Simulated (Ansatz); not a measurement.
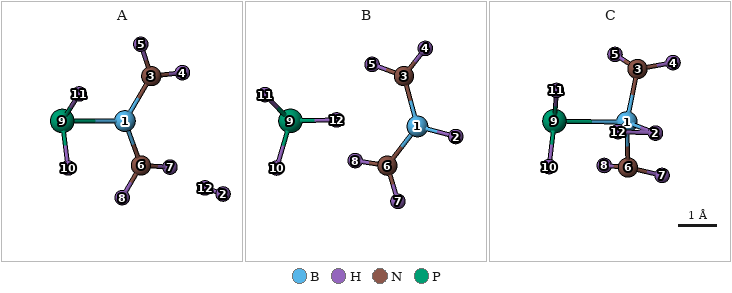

3 geometries from a converged minimum-energy path of BPN2H8, made up at the start of BN2H5 and PH₃, shuffled. A ball-and-stick model, seen at a tilt.

These are results of Ansatz 0.2.0, RKS PBE0/6-31G*, not measurements. Run with 7 movable images; climbing image; force threshold 0.05 eV/Å; iteration limit 49; starting path through a guess of the saddle point.

**Which frame is the transition state?**

C. In order along the path, whose images run from 0 to 8: B (image 1, +1.6 kJ/mol), C (image 4, +228.3 kJ/mol), A (image 8, +23.7 kJ/mol). Breaking: B1–H2 (1.20 → 1.31 at the top → 3.88 Å), P9–H12 (1.42 → 1.82 at the top → 4.28 Å). Forming: B1–P9 (3.92 → 2.09 at the top → 1.95 Å), H2–H12 (4.08 → 1.04 at the top → 0.75 Å).

Limits of the set-up: the start holds two separate molecules, 3.0 Å apart at their closest, whose relative position is a soft coordinate and is computed without a dispersion correction.

The run took 9.7 min on 1 thread of Arm Neoverse V1, on a shared host, peak memory 0.16 GiB.
